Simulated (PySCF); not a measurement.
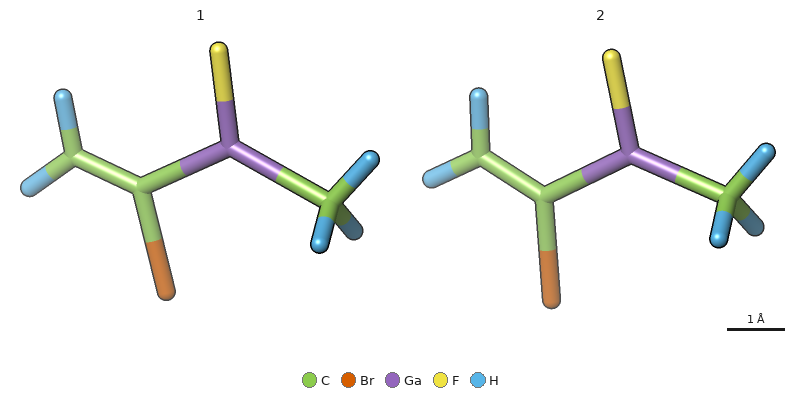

Two geometries of C₃H₅BrFGa, drawn at one scale. One is the start of a relaxation, the other its converged end. The picture is a stick view, seen at a tilt.

All numbers below come from PySCF, PBE0-D3(BJ)/def2-SVP geometry optimisation, gas phase. 

### Which of the two is the end point?

Structure 2 is the relaxed one. The start comes from GFN2-xTB. Its atoms were then displaced at random by about 0.01 Å. The atom that moves furthest after the best rigid fit is the Br atom (0.36 Å). By element the largest moves are Br 0.36 Å, H 0.32 Å, F 0.22 Å, C 0.18 Å, Ga 0.14 Å. Some distances before and after: C–Ga 2.070 → 1.943 Å, C–Ga 1.985 → 1.952 Å, Br–C 1.928 → 1.905 Å, C–H 1.074 → 1.095 Å. Bond angles that change, for instance: Br–C–Ga 104.8° → 116.9°, C–C–Ga 132.8° → 122.5°, C–Ga–C 128.0° → 132.7°. Over 7 geometry steps the energy falls by 0.227 eV.
